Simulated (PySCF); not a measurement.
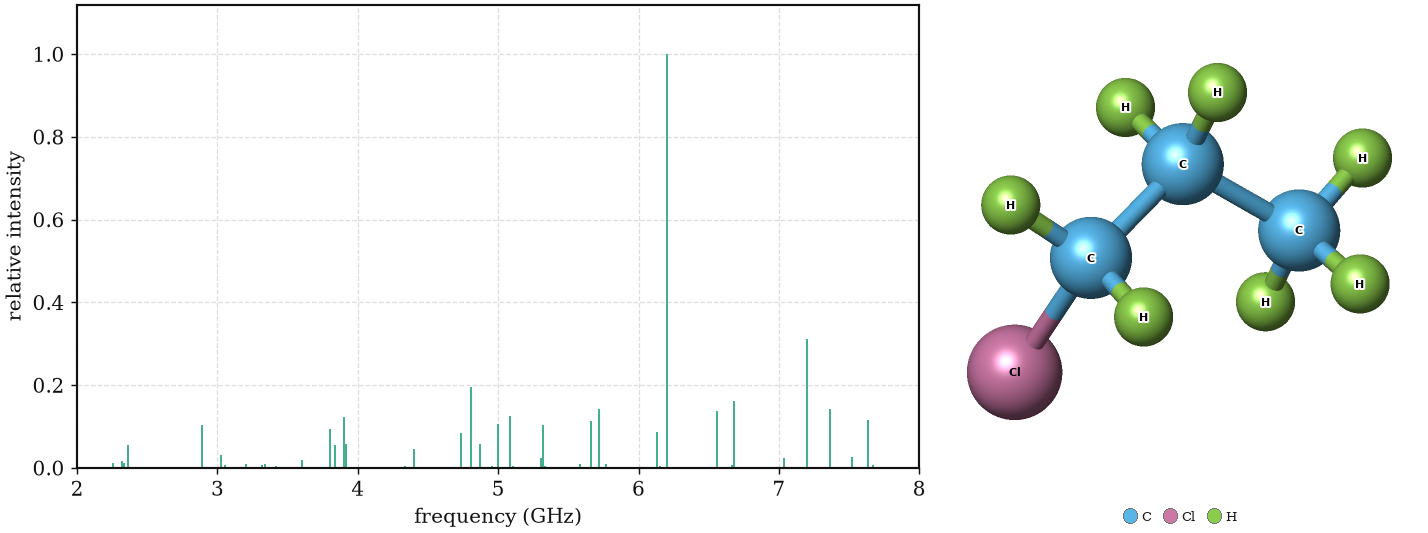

C₃H₇Cl, SMILES CCCCl. Simulated rotational absorption lines between 2 and 8 GHz at 10 K: rigid rotor with the equilibrium constants and dipole of one optimised conformer (PBE0-D3(BJ)/def2-SVP, PySCF 2.14.0), commonest isotopes; no centrifugal distortion, hyperfine structure, internal rotation or nuclear-spin weights; lines within 1 MHz of each other are summed.

Question: What are the rotational constants, and what kind of rotor is it?

Answer: Rotational constants A, B, C = 11.82, 3.340, 2.859 GHz; Ray's κ = −0.89, an asymmetric top on the prolate side.

Question: Assign the strongest lines, as J(Ka,Kc).

Answer:
| GHz | upper | lower | type | relative intensity |
| --- | --- | --- | --- | --- |
| 6.20 | 1(0,1) | 0(0,0) | a | 1.00 |
| 7.20 | 5(1,4) | 5(1,5) | a | 0.31 |
| 4.81 | 4(1,3) | 4(1,4) | a | 0.20 |
| 6.68 | 5(3,2) | 6(2,5) | b | 0.16 |
| 7.36 | 3(1,3) | 3(0,3) | c | 0.14 |
| 5.72 | 9(2,7) | 9(2,8) | a | 0.14 |

Note: coarse grid, loose stop and no frequency check, small forces are noise and the end may be a saddle.
